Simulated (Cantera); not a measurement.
Input: 1 mol CH3Cl, 0.47 mol H2, equilibrated at 0.180 bar.

Equilibrium computed with Cantera from the NASA thermochemical tables; the gas is ideal and each condensed phase is pure. Candidate condensed phases: C, C6H6, C7H8, C8H18; 91 gas species. The numbers say what is thermodynamically allowed, not how fast it happens.

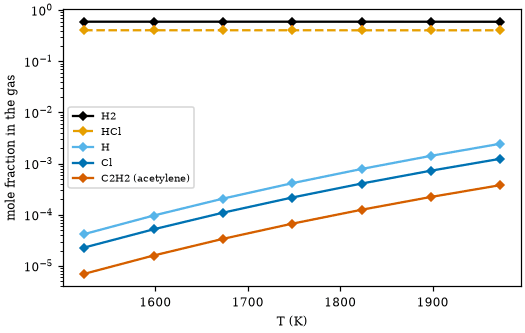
Figure: Equilibrium gas composition (values under 1e-9 drawn at 1e-9)

From 1523 K to 1973 K the condensed part is C(graphite). The main C-bearing gas is CH4 at 1523 K and C2H2 (acetylene) at 1973 K.
